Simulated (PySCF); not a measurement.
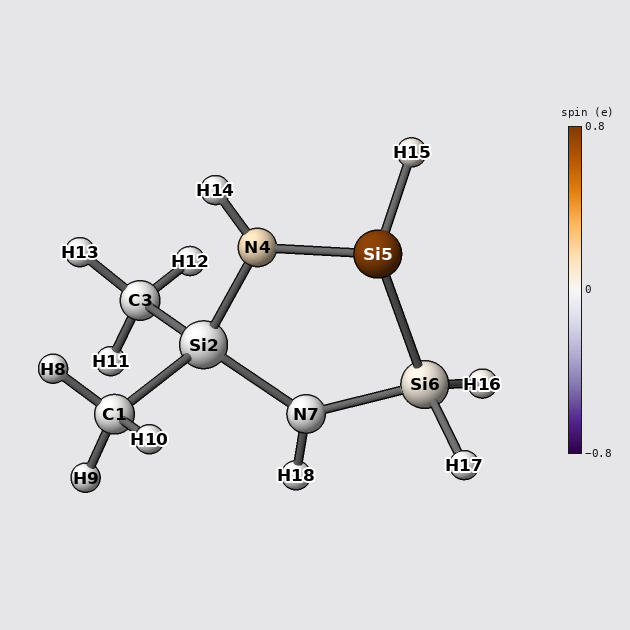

Atoms are coloured by their Mulliken spin populations. The species is neutral and a spin doublet. Computed geometry: GFN2-xTB optimisation. No frequency run is at hand to confirm it as a minimum. Properties computed with UKS B3LYP, pcH-1 on C H N Si, non-relativistic (PySCF 2.14.0).

List the Mulliken spin populations.

```
atom  value (e)
  C1       0.00
 Si2      −0.01
  C3       0.01
  N4       0.14
 Si5       0.76
 Si6       0.05
  N7       0.00
  H8       0.00
  H9       0.00
 H10       0.00
 H11       0.00
 H12       0.00
 H13       0.00
 H14      −0.01
 H15       0.04
 H16       0.03
 H17       0.00
 H18       0.00
```

Mulliken values depend strongly on the basis set. The geometry is semi-empirical. Around Si such bond lengths and angles can be off by a tenth of an ångström or more and by several degrees, and values that hang on the shape move with them.
